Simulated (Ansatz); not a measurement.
Three curves of one kind of scan: energy against volume (even scaling of the relaxed cell, symmetry kept). Method: PBE (plane waves to 420 eV, PAW, scalar-relativistic; Ansatz, a quantum-chemistry and plane-wave program). Each is measured from its own zero (the relaxed starting cell). 

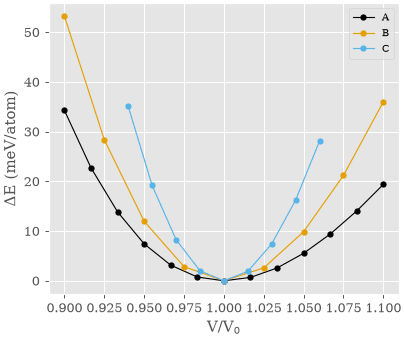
*Curves A, B and C.*

```
V/V₀   ΔE (meV/atom)
-----  -------------
0.940             35
0.970              8
1.000              0
1.030              7
1.060             28
```

Q: Which curve does this table belong to?

A: Curve C, which is MoSi$_{2}$ (MoSi2 type, space group I4/mmm). The others: A is Te (trigonal-Te type, space group P3_121); B is ZnCu₂SnS₄ (kesterite type, space group I-4).

All were relaxed with their symmetry unable to fall. At this level the bands of ZnCu2SnS4 touch or barely overlap; measurements give the solid a gap. MoSi2 is run without spin polarisation. Spin-orbit coupling is left out. The PAW data are Ansatz's earlier set. ZnCu2SnS4 is run without spin polarisation.

(Under strain, the slope of the energy per volume gives the stress and its curvature an elastic modulus.)
